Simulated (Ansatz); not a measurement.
**BH2SF (SMILES FBS): CCSDT(Q)/STO-3G**

Aim: the vertical ionisation energy of BH2SF at CCSDT(Q)/STO-3G, from 2 runs. 

The results are computed with Ansatz 0.2.0.

65 further runs of the same task are left out: 65 set aside as unsound or not needed.

## 1. The system as given

BH2SF: 5 atoms, total charge 0, spin state singlet. As SMILES, `FBS`. The shape is that of a PBE0-D4/def2-TZVP optimisation. This is one conformer, not always the lowest.

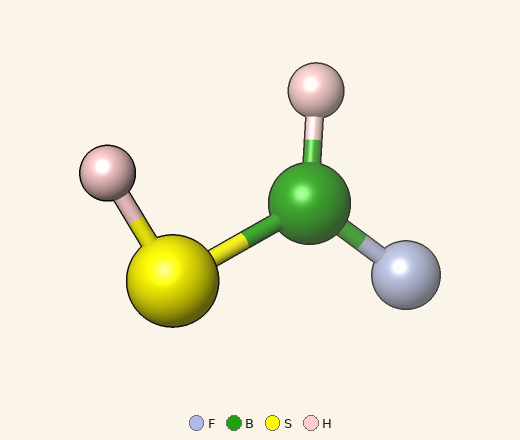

The structure, seen from a chosen angle (fluorine light blue, boron green, sulfur yellow, hydrogen pink).

## 2. A single-point energy at CCSDT(Q)/STO-3G

File molecule.yaml:

```yaml
crystal:
  periodic: [false, false, false]
  atoms:
    - symbol: F
      position_ang: [-1.119100, -0.905900, -1.069200]
    - symbol: B
      position_ang: [-0.412800, -0.339100, -0.106100]
    - symbol: S
      position_ang: [0.972400, 0.698600, -0.579400]
    - symbol: H
      position_ang: [-0.712000, -0.530900, 1.033700]
    - symbol: H
      position_ang: [1.321400, 1.003700, 0.679600]
basis:
  gaussian:
    orbitals: STO-3G
scf:
  omitted_lower_state_checks: [cluster_reference, increment]
correlation:
  method: ccsdt_q
  frozen_orbitals: {B: 1, F: 1, H: 0, S: 5}
accuracy: high
total_charge: 0
```

Started as:

```console
ansatz run molecule.yaml --threads 1 --pin off --max-ram 2610MiB --events-out events.jsonl --progress --plain --runs-dir runs
```

Standard output (excerpt; [...] marks lines left out):

```text
Warning: RAYON_NUM_THREADS=1 ignored (pool sized by the plan → 1); use --threads N
Functional definition: HF
  name "HF"
[...]
371 factors; integrals over basis functions are off by at most 2.9e-8 eV
[...]
mean field -14063.49182403 eV, -516.8237919559 hartree, gradient 8.2e-9 eV, S^2 0.000000; 0 other end points of the search recorded, 0 dependent functions left out
7 core orbitals not correlated: weight in the atoms' cores, before any rotation towards them, 1.000 or more for the frozen orbitals, at most 0.000 for the correlated occupied ones
reference -14063.49182403 eV, -516.8237919559 hartree; 9, 9 occupied and 5, 5 virtual orbitals, 371 factors
second order -2.38052696 eV of doubles, -0.00000000 eV of singles
cycle   1  -2.69451080 eV  change   -3.1e-1 eV  update   9.3e-2
[...]
cycle  24  -3.14590551 eV  change  -1.9e-10 eV  update  7.3e-10
perturbative correction -0.00064747 eV, -0.0000237942 hartree
Total energy: -14066.63837701 eV, -516.9394256453 hartree
Checks for a lower state left out: cluster_reference, increment
```

It took 0.48 s on 1 thread of Arm Neoverse V1, shared host.

## 3. The doublet cation

File molecule.yaml:

```yaml
crystal:
  periodic: [false, false, false]
  atoms:
    - {symbol: F, position_ang: [-1.119100, -0.905900, -1.069200]}
    - {symbol: B, position_ang: [-0.412800, -0.339100, -0.106100]}
    - {symbol: S, position_ang: [0.972400, 0.698600, -0.579400]}
    - {symbol: H, position_ang: [-0.712000, -0.530900, 1.033700]}
    - {symbol: H, position_ang: [1.321400, 1.003700, 0.679600]}
basis:
  gaussian: {orbitals: STO-3G}
total_charge: 1
magnetization: {spin_polarized: true, initial_magnetization: 1}
correlation: {method: ccsdt_q, frozen_orbitals: {B: 1, F: 1, H: 0, S: 5}}
accuracy: high
scf: {omitted_lower_state_checks: [cluster_reference, increment]}
```

Started as:

```console
ansatz run molecule.yaml --threads 1 --pin off --max-ram 2610MiB --events-out events.jsonl --progress --plain --runs-dir runs
```

Standard output (excerpt; [...] marks lines left out):

```text
Warning: RAYON_NUM_THREADS=1 ignored (pool sized by the plan → 1); use --threads N
[... 2 set-up lines as earlier in the session ...]
[...]
371 factors; integrals over basis functions are off by at most 2.9e-8 eV
[...]
mean field -14056.45184995 eV, -516.5650776803 hartree, gradient 2.1e-8 eV, S^2 0.758446; 0 other end points of the search recorded, 0 dependent functions left out
7 core orbitals not correlated: weight in the atoms' cores, before any rotation towards them, 1.000 or more for the frozen orbitals, at most 0.000 for the correlated occupied ones
reference -14056.45184995 eV, -516.5650776803 hartree; 9, 8 occupied and 5, 6 virtual orbitals, 371 factors
second order -2.42854399 eV of doubles, -0.00000000 eV of singles
cycle   1  -2.70790834 eV  change   -2.8e-1 eV  update   1.1e-1
[...]
cycle  35  -3.28659990 eV  change  -9.3e-10 eV  update   1.0e-9
perturbative correction 0.00221628 eV, 0.0000814467 hartree
Total energy: -14059.73623357 eV, -516.6857765522 hartree
Checks for a lower state left out: cluster_reference, increment
```

It took 2 s on 1 thread of Arm Neoverse V1, shared host; peak memory 0.12 GiB.

## 4. Results

Level: CCSDT(Q)/STO-3G, 7 core orbitals frozen.

```
                                                   quantity          value
                                singlet BH2SF: total energy  -516.93943 Eh
 singlet BH2SF: correlation energy (7 core orbitals frozen)     -115.6 mEh
                               singlet BH2SF: T1 diagnostic          0.017
                               doublet cation: total energy  -516.68578 Eh
doublet cation: correlation energy (7 core orbitals frozen)     -120.7 mEh
          doublet cation: ⟨S²⟩ of the reference determinant          0.758
                              doublet cation: T1 diagnostic          0.025
         vertical ionisation energy (to the doublet cation)       6.902 eV
```

The vertical ionisation energy comes to 6.90 eV (666 kJ/mol). In a minimal basis such a difference can be off by several eV, whatever the method.
